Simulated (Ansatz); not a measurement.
## Electronic structure of FGeH3···NH3 in real space

Input

```
crystal:
  periodic: [false, false, false]
  atoms:
    - { symbol: Ge, position_ang: [0.0, 0.0, 0.0] }
    - { symbol: H, position_ang: [0.0, 0.0, 1.9] }
    - { symbol: H, position_ang: [1.4616, 0.0, -0.5162] }
    - { symbol: F, position_ang: [-0.7913, 1.3709, -0.5594] }
    - { symbol: H, position_ang: [-0.73, -1.2648, -0.5162] }
    - { symbol: "N", position_ang: [-2.0972, 0.0067, 0.6969] }
    - { symbol: H, position_ang: [-2.8191, -0.5988, 0.2111] }
    - { symbol: H, position_ang: [-2.3813, 0.6154, 1.5169] }
    - { symbol: H, position_ang: [-1.0245, 0.0033, 1.831] }
basis:
  gaussian: { orbitals: def2-SVP }
hamiltonian:
  xc: pbe
  dispersion: d4
relax:
  f_tol: 0.15
  max_steps: 25
  restrain:
    - { distance: [0, 5], at: 3.11, k: 30.0 }
    - { distance: [8, 1], at: 1.86, k: 30.0 }
    - { distance: [0, 1], at: 1.55, k: 30.0 }
    - { distance: [8, 5], at: 1.06, k: 30.0 }
output:
  orbitals: {}
```

Command:

```sh
ansatz run input.yaml --threads 2 --pin off --max-ram 3072MiB --backend cpu --events-out ev --progress --plain --runs-dir out
```

The fields are those of the run's last geometry, not of the input's.

Not at a stationary point (largest force 0.8 eV/Å).

Computed with RKS PBE-D4/def2-SVP in Ansatz.

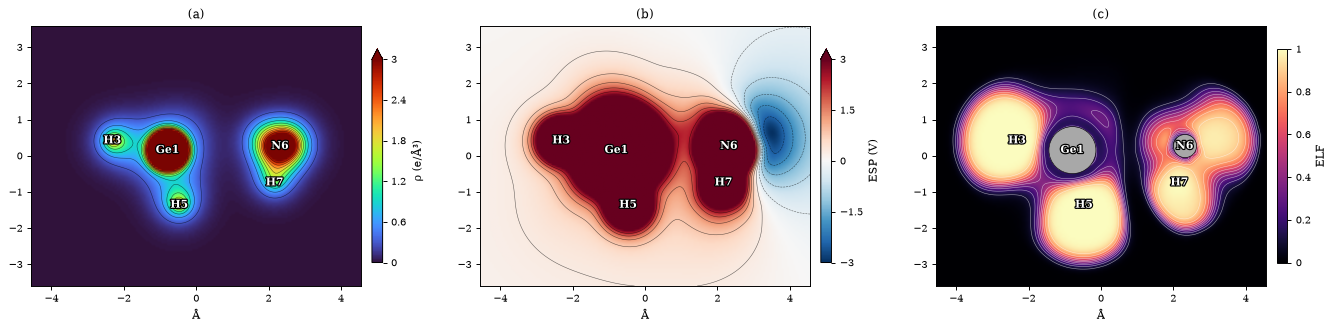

Figure 1. (a) total electron density; (b) electrostatic potential; (c) electron localisation function on the plane of atoms H3, Ge1 and H5. Grey discs cover the atomic cores in the ELF map.

**What do the fields say about this system?**

The plane passes through Ge, H and N nuclei. N–H (1.03 Å): the density is about 2.7 e/Å³ at the midpoint; the ELF climbs to about 1 towards the hydrogen, as it does in any bond to H: an ordinary covalent bond to hydrogen. Ge–H (1.55 Å): ρ is about 1 e/Å³ halfway; the ELF climbs to about 1 towards the hydrogen. The ELF also peaks beside N6, away from the bonds: lone-pair regions. Outside the dense part of the complex the potential is most negative (−3.0 V) near N6.

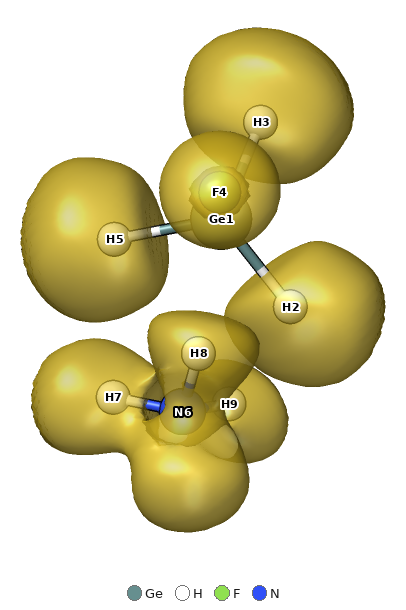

Figure 2. Isosurface of the electron localisation function at 0.75 (yellow), seen at an oblique angle. Only the valence region is drawn (cores and ρ < 0.01 e/Å³ removed).

**Identify the bonds, lone pairs and shells in this picture.**

The ELF exceeds this value in three regions around hydrogen nuclei, one region wrapped around F (its valence shell) and one joined region spread over several atoms (H, N), in which their bonds and any lone pairs are merged.


Ge1···H9 (2.64 Å): the ELF dips to about 0.10 between them. Ge–F (1.77 Å): the ELF peaks at about 0.80 in the valence shell of F, 0.5 Å from its nucleus, and is about 0.25 at the midpoint.

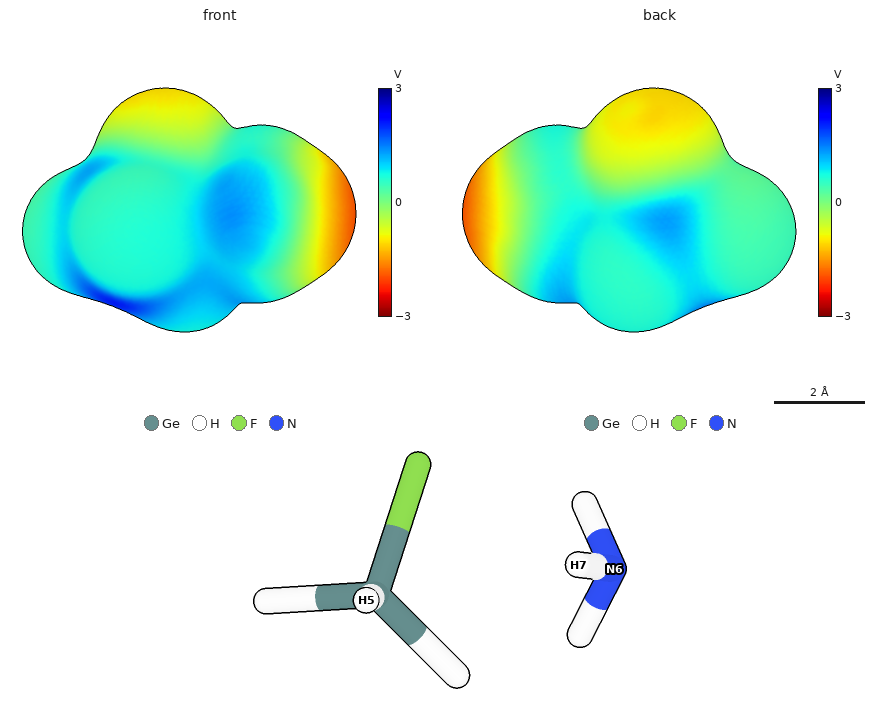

Figure 3. The molecular electrostatic potential painted on the density surface at 0.002 e/bohr³, seen from the front and from behind; red is negative and blue positive. The bare structure is drawn below in the same view.

**Describe the electrostatic potential map.**

The most negative region (about −1.9 V) lies over N6, the most positive (about +2.0 V) over Ge1. N6 is the likeliest acceptor of a hydrogen bond.
